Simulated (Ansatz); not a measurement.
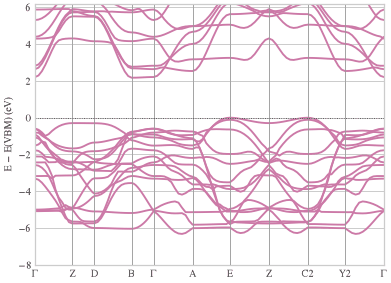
Fig. 1. Band structure from plane-wave PAW PBEsol (Ansatz code)

### Question
Read off the gap and where the band edges lie.

### Answer
About 2.2 eV (2.17 eV by a search for the band edges); maximum at E, minimum at B.

The material is Ta2O5 in space group Cmmm (No. 65; Ta on 4i, O on 4j, O on 4i, O on 2a).

The first step of the workflow began from a Materials Project structure, measured or hypothetical; the Crystallography Open Database copy checked does not list it. COD files the formula under space group No. 49. Whether it is the stable phase at ambient conditions was not checked. The cell was relaxed with PBEsol under the symmetry of its start; phonons show weakly imaginary modes. The run is not spin-polarised. Scalar-relativistic: spin–orbit coupling is off unless named, which matters more the heavier the elements.

Potentials: the earlier of the program's two PAW sets. The files were generated under PBE; for other functionals the program regenerates the frozen cores, and for LDA and PBEsol the local potential too.
